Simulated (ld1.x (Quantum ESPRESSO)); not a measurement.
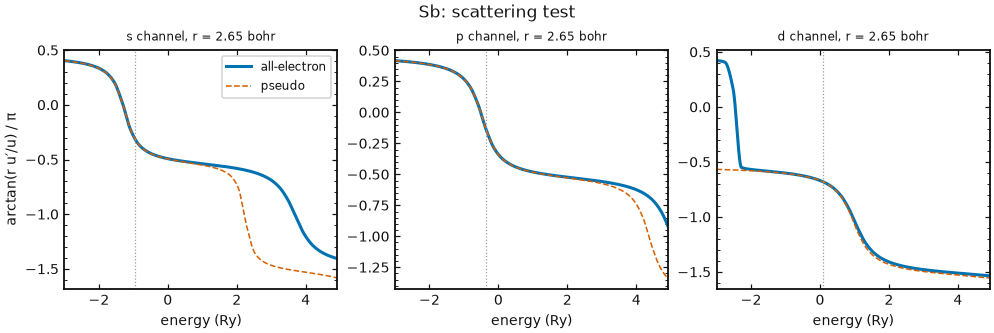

Unwrapped phase arctan(r u′/u) in units of π against energy, all-electron (solid) and pseudo (dashed); the pseudo phase is matched to the all-electron one at the reference energy. Here u = r R(r). A near-vertical step is a level narrower than the spacing of the points behind the curves. The dotted line marks the reference energy of the channel.

```
Element                 : antimony
Generator               : ld1.x (Quantum ESPRESSO) 7.5
Type                    : norm-conserving Troullier–Martins (Kleinman–Bylander form)
Functional              : LDA (PZ)
Relativity              : scalar-relativistic
Frozen core             : [Kr] 4d10
Valence charge          : 5
Reference configuration : 5s2 5p3
Partial waves           : 5s (bound): rc 2.00 bohr; 5d channel at 0.1 Ry: rc 2.45 bohr; 5p (bound): rc 2.45 bohr
Local potential         : the p channel
Core correction         : a·sin(br)/r model core inside 1.85 bohr
```

Q: Is there a sign of a ghost state?

A: Going away from the reference energies, the phases part by more than π/2 in: s at about 2.3 Ry (above its reference energy, pseudo phase lower); d at about -2.4 Ry (below its reference energy, pseudo phase lower, at the 4d core level, which only the all-electron atom has). Such a step is either a state that only one of the two atoms has or an ordinary level shifted in energy. The separate test gives: no ghost state below the valence levels in the s, d, p, f channels.

Q: Which channel departs first above its reference energy?

A: The d channel: its phase error passes 0.05 rad 0.7 Ry above its reference energy, against 2.1 Ry for s.

Q: How far from the reference energy is each channel transferable, at a tolerance of 0.05 rad?

A: s: up to about 1.1 Ry; p: up to about 3.0 Ry; d: between about -2.1 and 0.8 Ry.
